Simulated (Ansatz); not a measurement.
## Electronic structure of BH5OSi···HCl in real space

Input

```
crystal:
  periodic: [false, false, false]
  atoms:
    - { symbol: B, position_ang: [0.161247, -0.375403, -0.413733] }
    - { symbol: Cl, position_ang: [-0.538304, -0.092632, 2.552396] }
    - { symbol: H, position_ang: [1.013199, 0.427706, -0.123392] }
    - { symbol: H, position_ang: [-0.828087, -0.099812, -1.061476] }
    - { symbol: O, position_ang: [0.371588, -1.683144, -0.0212] }
    - { symbol: Si, position_ang: [-0.733941, -2.92773, -0.27475] }
    - { symbol: H, position_ang: [0.058034, -4.175641, -0.509625] }
    - { symbol: H, position_ang: [-1.574518, -3.078946, 0.957828] }
    - { symbol: H, position_ang: [-1.591694, -2.613633, -1.464033] }
    - { symbol: H, position_ang: [0.322875, -1.004266, 2.076384] }
basis:
  gaussian: { orbitals: "6-31G*" }
hamiltonian:
  xc: lda
relax:
  f_tol: 0.03
  max_steps: 50
output:
  orbitals: {}
```

Command:

```sh
ansatz run input.yaml --threads 1 --pin off --max-ram 2048MiB --backend cpu --events-out ev --progress --plain --runs-dir out
```

The fields are those of the run's last geometry, not of the input's.

The calculation used Ansatz 0.2.0, RKS LDA/6-31G*.

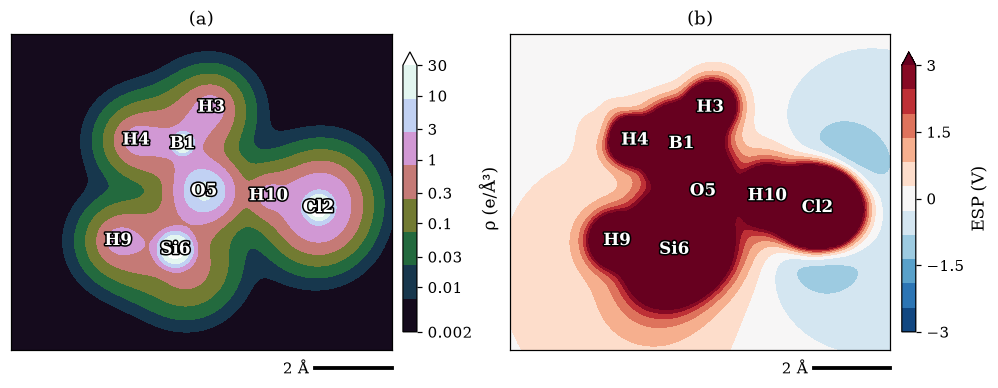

Figure 1. (a) electron density; (b) electrostatic potential on the plane of atoms H4, B1 and O5.

Question: Interpret the plot.

Answer: The plane passes through B, Cl, H, O and Si nuclei.
O5···H10 (1.68 Å): the density falls to about 0.34 e/Å³ on the way.
B–O (1.36 Å): ρ at the midpoint is about 2.1 e/Å³.
Si–O (1.70 Å): ρ at the midpoint is about 0.99 e/Å³.
B–H (1.21 Å): ρ is about 1.2 e/Å³ halfway.
Cl–H (1.34 Å): ρ is about 1.8 e/Å³ halfway.
Outside the dense part of the complex the potential is most negative (−1.1 V) near Cl2.

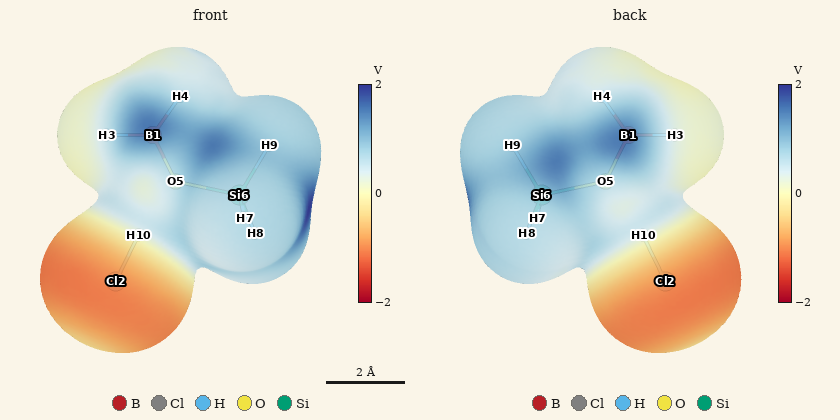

Figure 2. The molecular electrostatic potential painted on the density surface at 0.002 e/bohr³, seen from the front and from behind; the colour scale runs from red (negative) to blue (positive).

Question: Which sites attract a positive test charge, and which a negative one?

Answer: A positive charge is drawn to the negative regions and a negative charge to the positive ones. The most negative region (about −1.1 V, or −25 kcal/mol for a unit charge) lies over Cl2, the most positive (about +1.9 V, or +44 kcal/mol for a unit charge) over Si6.

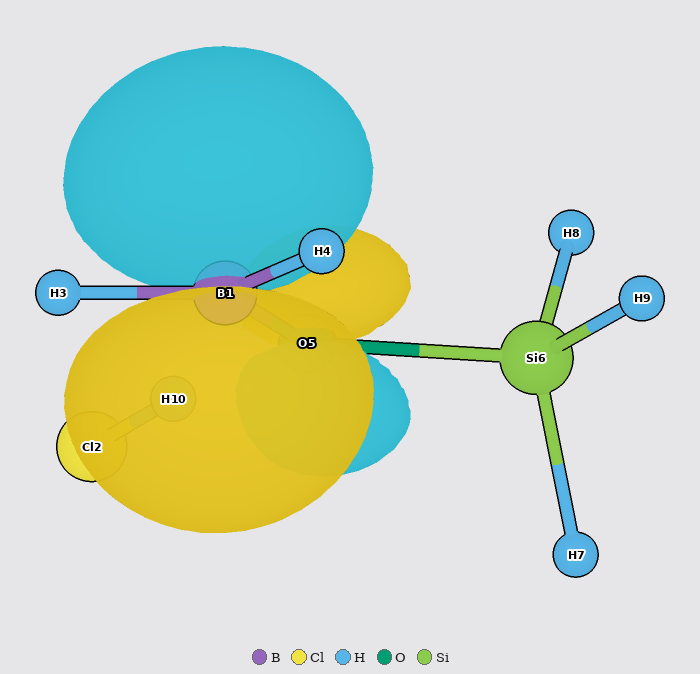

Figure 3. One frontier orbital at ±0.15 Å⁻³ᐟ² (yellow and cyan are the two phases), seen from one side.

Question: Which orbital is it: HOMO or LUMO?

Answer: The LUMO, at −2.13 eV. By Hirshfeld shares it lies mainly on B1 (about 65 %), O5 (about 15 %), H3 (about 5 %) and H4 (about 5 %).

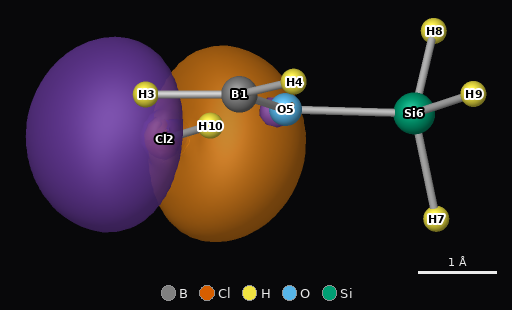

Figure 4. The HOMO−1 at ±0.1 Å⁻³ᐟ² (orange and purple are the two phases), seen from one side.

Question: Where does this orbital lie, and at what energy?

Answer: By Hirshfeld shares it lies mainly on Cl2 (about 95 %); largely a lone pair of Cl2. Its energy is −7.10 eV.
